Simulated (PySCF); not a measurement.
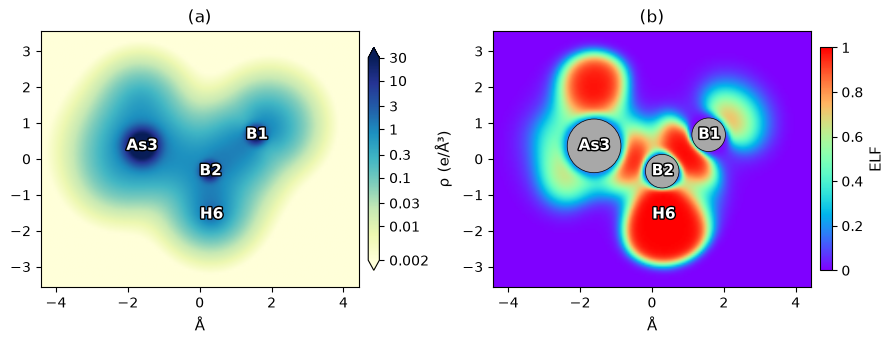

AsB2CuH5 (charge +1). (a) electron density; (b) ELF on the plane of atoms As3, B2 and H6. Grey discs cover the atomic cores in the ELF map.

Geometry: PBE0-D3(BJ)/def2-SVP.

The calculation used DFT single point, gas phase, functional B3LYP (PySCF 2.14.0, density-fitted response routines).

```
atom    x (Å)    y (Å)    z (Å)
   B  -1.3536   0.4702   0.0620
   B  -0.1517  -0.6503   0.0038
  As   1.7434  -0.1949   0.5443
   H  -1.6353   1.1075  -0.9258
   H  -1.9704   0.7018   1.0754
   H  -0.2786  -1.8154  -0.2784
   H   2.6774  -0.8788  -0.4149
   H   2.0248   1.2570   0.2777
  Cu   2.2271  -0.7811   2.7177
```

> What does the map show?

The section cuts through B, As and H sites. B–B (1.64 Å): ρ at the midpoint is about 1.2 e/Å³; the ELF peaks at about 1 between the atoms, as expected for localised, covalent bonding. B–As (2.02 Å): the density is about 0.86 e/Å³ at the midpoint; the ELF peaks at about 0.95 between the atoms (a shared electron pair). B–H (1.21 Å): ρ at the midpoint is about 1.3 e/Å³; the ELF climbs to about 1 towards the hydrogen, as it does in any bond to H: a covalent bond by its length.
